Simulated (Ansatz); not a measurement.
## Run report: SiH4O, molecular dynamics (part 3 of 3)

The same run, continued: SiH4O; RKS PBE0-D4/def2-SVP (Ansatz 0.2.0). It belongs to a series of runs on one base structure; here: dynamics from the start.

Geometry of the input (Å):
```
Si -0.0209  -0.0300  -0.0405
H  -0.0949  0.0228  1.4544
H  1.4006  0.0530  -0.4701
O  -0.7985  1.2612  -0.7492
H  -1.7385  1.3533  -0.5712
H  -0.5992  -1.3407  -0.4770
```

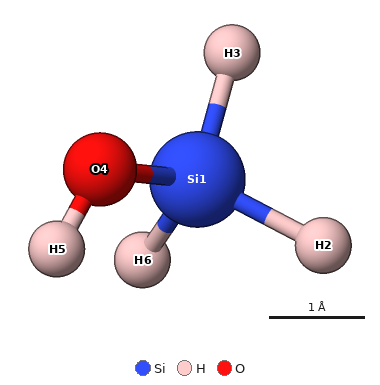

The geometry at step 107 of the log (ball-and-stick view, seen at a tilt; atoms are numbered from 1 in the order of the input).

Log, continued
```
md step   248: t =    62.00 fs  T =    96.9 K  F+E_penalty+E_count = -9980.61470771 eV  E_kin = 0.075168 eV  (17 SCF iters)
md step   249: t =    62.25 fs  T =   103.6 K  F+E_penalty+E_count = -9980.61794901 eV  E_kin = 0.080341 eV  (21 SCF iters)
these checks for a lower state are left out or cut short: starts, cluster_reference, orbital_swaps, neighbouring_geometries, increment
533 factors; integrals over basis functions are off by at most 2.7e-4 eV
mean field -9980.57057435 eV, -366.7792035336 hartree, gradient 1.6e-5 eV, S^2 0.000000; 0 other end points of the search recorded, 0 dependent functions left out
the calculation of the forces begins
reference -9980.57059559 eV, -366.7792043144 hartree; 13, 13 occupied and 39, 39 virtual orbitals, 533 factors
533 factors; integrals over basis functions are off by at most 2.7e-4 eV
mean field evaluation 1504: about -9980.5706 eV, gradient 1.6e-5 eV
mean field -9980.57057435 eV, -366.7792035336 hartree, gradient 1.6e-5 eV, S^2 0.000000; 1 other end points of the search recorded, 0 dependent functions left out
the calculation of the forces begins
reference -9980.57059559 eV, -366.7792043144 hartree; 13, 13 occupied and 39, 39 virtual orbitals, 533 factors
md step   250: t =    62.50 fs  T =   113.2 K  F+E_penalty+E_count = -9980.62345406 eV  E_kin = 0.087781 eV  (21 SCF iters)
```

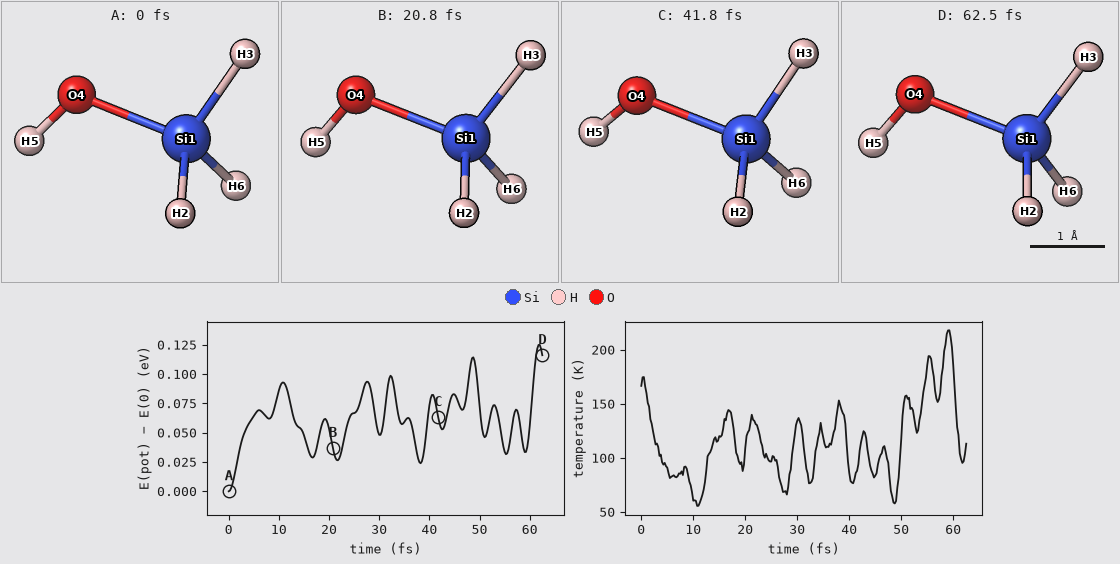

Frames of the molecular dynamics (ball-and-stick, seen at a tilt) above the curves, on which the letters mark them. The trajectory kept here has 251 frames over 62.5 fs. The temperature starts at 167 K, ranges from 56 to 218 K and averages 125 K over the second half. The potential energy ends 0.116 eV above its first value. After an unweighted best fit of the last frame on the first, the root-mean-square displacement is 0.11 Å.

```
Total energy: -9980.62347531 eV, -366.7811476080 hartree
Atom 0 at     0.017883    -0.030410    -0.127559 Å, force    -0.537152     0.234047    -0.453604 eV/Å
Atom 1 at     0.478907     0.079374     1.262169 Å, force     0.010820     0.213594     0.591620 eV/Å
Atom 2 at     1.299226    -0.006578    -0.915523 Å, force    -0.461173    -0.084040    -0.154736 eV/Å
Atom 3 at    -0.985650     1.229642    -0.656424 Å, force    -0.979886    -0.508734     0.939864 eV/Å
Atom 4 at    -1.900749     1.203996    -0.254253 Å, force     1.632940     0.038644    -0.718222 eV/Å
Atom 5 at    -0.781531    -1.313572    -0.177343 Å, force     0.334451     0.106488    -0.204923 eV/Å
Dipole moment:    -0.206425    -0.114417     0.151957 e Å
```

Trajectory as extended XYZ (Å, eV, eV/Å), 15 of the 251 frames kept, from step=0 to step=250
```
6
Properties=species:S:1:pos:R:3:forces:R:3 step=0 time_fs=0.0 energy=-9980.73960 temperature=166.7
Si   -0.0208   -0.0300   -0.0405    0.0001  -0.0004   0.0002
H    -0.0949    0.0228    1.4544   -0.0003   0.0002   0.0000
H     1.4006    0.0530   -0.4701    0.0004   0.0001  -0.0001
O    -0.7985    1.2612   -0.7492   -0.0001   0.0005  -0.0006
H    -1.7385    1.3533   -0.5712    0.0001  -0.0002   0.0005
H    -0.5992   -1.3407   -0.4770   -0.0002  -0.0002  -0.0001
6
Properties=species:S:1:pos:R:3:forces:R:3 step=18 time_fs=4.5 energy=-9980.67857 temperature=95.4
Si   -0.0149   -0.0232   -0.0370    0.5869  -0.3772  -1.3032
H    -0.0529    0.0354    1.4317    0.0483  -0.0800   0.4569
H     1.4181    0.0547   -0.5903   -0.6960  -0.0640   0.4826
O    -0.8065    1.2490   -0.7422   -0.1232   0.4223  -0.0136
H    -1.7482    1.3314   -0.5722   -0.0158  -0.0007   0.0009
H    -0.6442   -1.2994   -0.5621    0.1998   0.0996   0.3763
6
Properties=species:S:1:pos:R:3:forces:R:3 step=36 time_fs=9.0 energy=-9980.67015 temperature=83.8
Si   -0.0065   -0.0173   -0.0421   -0.3215  -0.4019  -0.1922
H    -0.0131    0.0445    1.4666    0.0793  -0.1301  -0.2625
H     1.3401    0.0307   -0.6302    0.4413   0.0380   0.1432
O    -0.8152    1.2420   -0.7323   -0.5945   0.7533  -0.0185
H    -1.7660    1.2971   -0.5656    0.3250  -0.0046  -0.0622
H    -0.6600   -1.2559   -0.5759    0.0704  -0.2546   0.3922
6
Properties=species:S:1:pos:R:3:forces:R:3 step=54 time_fs=13.5 energy=-9980.68282 temperature=108.2
Si   -0.0012   -0.0110   -0.0507   -0.2978  -0.5655   0.1511
H     0.0351    0.0351    1.4599    0.0493  -0.0331  -0.2858
H     1.3338   -0.0046   -0.6449    0.5688   0.1234  -0.0058
O    -0.8270    1.2454   -0.7212    0.3598   0.6573  -0.1925
H    -1.7614    1.2578   -0.5545   -0.6598   0.0859   0.0761
H    -0.6610   -1.2633   -0.5248   -0.0204  -0.2680   0.2569
6
Properties=species:S:1:pos:R:3:forces:R:3 step=71 time_fs=17.8 energy=-9980.69816 temperature=127.2
Si    0.0019   -0.0118   -0.0587    0.4002  -0.7244  -0.7821
H     0.0847    0.0138    1.4073    0.0344   0.1133   0.5165
H     1.4052   -0.0202   -0.6429   -0.5175   0.1328   0.2066
O    -0.8412    1.2572   -0.7111   -0.8556   0.2619   0.1369
H    -1.8030    1.2272   -0.5373    0.7946   0.0971  -0.1822
H    -0.6813   -1.3030   -0.4472    0.1439   0.1193   0.1043
6
Properties=species:S:1:pos:R:3:forces:R:3 step=89 time_fs=22.2 energy=-9980.70903 temperature=130.4
Si    0.0066   -0.0179   -0.0709   -0.0001  -0.0342   0.2577
H     0.1346    0.0251    1.4272   -0.0469   0.1441  -0.0981
H     1.4000   -0.0058   -0.6200   -0.2638   0.0676  -0.1040
O    -0.8609    1.2705   -0.7031    0.9403  -0.2730   0.0137
H    -1.7935    1.2132   -0.5341   -0.7133   0.0578   0.0836
H    -0.6902   -1.3162   -0.3543    0.0839   0.0378  -0.1530
6
Properties=species:S:1:pos:R:3:forces:R:3 step=107 time_fs=26.8 energy=-9980.65420 temperature=77.8
Si    0.0117   -0.0246   -0.0811   -1.0027   0.6822   1.2830
H     0.1858    0.0585    1.4407   -0.1179   0.0659  -0.5280
H     1.3498    0.0318   -0.6192    0.6990  -0.0112  -0.5896
O    -0.8751    1.2764   -0.6939   -0.6338  -0.6063   0.2701
H    -1.8450    1.2245   -0.5423    1.0684   0.0600  -0.1368
H    -0.6888   -1.3175   -0.2868   -0.0130  -0.1905  -0.2986
6
Properties=species:S:1:pos:R:3:forces:R:3 step=125 time_fs=31.2 energy=-9980.66594 temperature=109.5
Si    0.0119   -0.0282   -0.0817   -0.0633   0.7514  -0.4058
H     0.2223    0.0984    1.3671    0.0255   0.0512   0.5464
H     1.3930    0.0566   -0.6960   -0.5282  -0.1530  -0.0421
O    -0.8894    1.2718   -0.6830    1.8801  -0.5975  -0.0877
H    -1.8166    1.2387   -0.5557   -1.4250  -0.0690   0.2295
H    -0.6916   -1.3369   -0.2726    0.1109   0.0169  -0.2404
6
Properties=species:S:1:pos:R:3:forces:R:3 step=143 time_fs=35.8 energy=-9980.67691 temperature=110.4
Si    0.0109   -0.0254   -0.0859    0.1319   0.3614  -0.3647
H     0.2534    0.1498    1.3641    0.0298  -0.1114   0.3249
H     1.3621    0.0594   -0.7753   -0.5242  -0.1481   0.1375
O    -0.8916    1.2581   -0.6699   -1.4339  -0.1684   0.0549
H    -1.8776    1.2621   -0.5466    1.6385  -0.1164  -0.1106
H    -0.6698   -1.3543   -0.3050    0.1579   0.1829  -0.0420
6
Properties=species:S:1:pos:R:3:forces:R:3 step=161 time_fs=40.2 energy=-9980.66031 temperature=78.6
Si    0.0075   -0.0220   -0.0947    0.0629   0.5559   0.8157
H     0.2828    0.1753    1.4032   -0.0963  -0.2830  -0.5963
H     1.2649    0.0357   -0.8445    0.4511  -0.0098  -0.1391
O    -0.8980    1.2455   -0.6592    1.8594   0.0795  -0.4900
H    -1.8154    1.2657   -0.5362   -2.0422   0.0103   0.3494
H    -0.6227   -1.3308   -0.3513   -0.2349  -0.3529   0.0602
6
Properties=species:S:1:pos:R:3:forces:R:3 step=179 time_fs=44.8 energy=-9980.65671 temperature=81.9
Si    0.0032   -0.0167   -0.0979    0.6104  -0.3453  -0.2204
H     0.3026    0.1411    1.3546    0.0571  -0.1277   0.0655
H     1.2352    0.0029   -0.9377    0.1540   0.0950   0.2283
O    -0.8991    1.2355   -0.6535   -2.2566   0.6444  -0.0821
H    -1.8832    1.2509   -0.5047    1.7210  -0.0710  -0.1693
H    -0.5946   -1.3469   -0.3801   -0.2858  -0.1955   0.1780
6
Properties=species:S:1:pos:R:3:forces:R:3 step=196 time_fs=49.0 energy=-9980.62830 temperature=60.1
Si    0.0018   -0.0142   -0.1016    0.6369  -1.0310  -1.2663
H     0.3341    0.0920    1.3136    0.1708   0.0618   0.6720
H     1.2249   -0.0143   -0.9902   -0.1264   0.1329   0.4510
O    -0.9157    1.2312   -0.6503    1.6728   0.4751  -0.5473
H    -1.8233    1.2255   -0.4803   -2.2467   0.0527   0.4435
H    -0.6096   -1.3748   -0.3783   -0.1074   0.3086   0.2470
6
Properties=species:S:1:pos:R:3:forces:R:3 step=214 time_fs=53.5 energy=-9980.67158 temperature=135.2
Si    0.0054   -0.0182   -0.1098    0.2264  -0.5492   0.3377
H     0.3979    0.0648    1.3647   -0.1835   0.0708  -0.5168
H     1.2073   -0.0154   -0.9677    0.2884   0.1078   0.0017
O    -0.9333    1.2311   -0.6544   -1.9888   0.2362   0.4860
H    -1.8971    1.2085   -0.3913    1.7454   0.0707  -0.4404
H    -0.6561   -1.3475   -0.3359   -0.0879   0.0636   0.1317
6
Properties=species:S:1:pos:R:3:forces:R:3 step=232 time_fs=58.0 energy=-9980.68070 temperature=183.6
Si    0.0125   -0.0252   -0.1181   -0.0078   0.3717   0.2725
H     0.4452    0.0615    1.3316   -0.1928   0.1575  -0.2664
H     1.2506   -0.0119   -0.9322    0.0147   0.0116  -0.1503
O    -0.9642    1.2312   -0.6567    2.1998  -0.2460  -0.4164
H    -1.8358    1.2042   -0.3383   -1.9186   0.0244   0.6590
H    -0.7169   -1.3059   -0.2495   -0.0953  -0.3192  -0.0983
6
Properties=species:S:1:pos:R:3:forces:R:3 step=250 time_fs=62.5 energy=-9980.62345 temperature=113.2
Si    0.0179   -0.0304   -0.1276   -0.5372   0.2340  -0.4536
H     0.4789    0.0794    1.2622    0.0108   0.2136   0.5916
H     1.2992   -0.0066   -0.9155   -0.4612  -0.0840  -0.1547
O    -0.9856    1.2296   -0.6564   -0.9799  -0.5087   0.9399
H    -1.9007    1.2040   -0.2543    1.6329   0.0386  -0.7182
H    -0.7815   -1.3136   -0.1773    0.3345   0.1065  -0.2049
```
